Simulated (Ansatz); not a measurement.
Consider BP in the zinc blende structure (space group F-43m, No. 216; a = 4.5366 Å). Axes: x, y, z lie along the cube axes.

The change: a free-standing slab of 7 layers (14 atoms, 2 a layer) is cut normal to [110], with 15 Å of vacuum and the in-plane cell held at bulk.

Computed with r2SCAN, PAW, 500 eV (Ansatz, a first-principles code; no SOC).

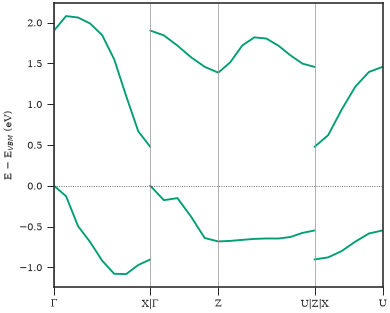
*Highest valence and lowest conduction band along the path of the changed cell's own zone*

Task: From the figure, how large is the changed gap, and is it direct?

Result: About 0.48 eV, indirect, Γ → X.

Stability against distortions was not tested. Labels are those of the standard path for the cell's own space group.
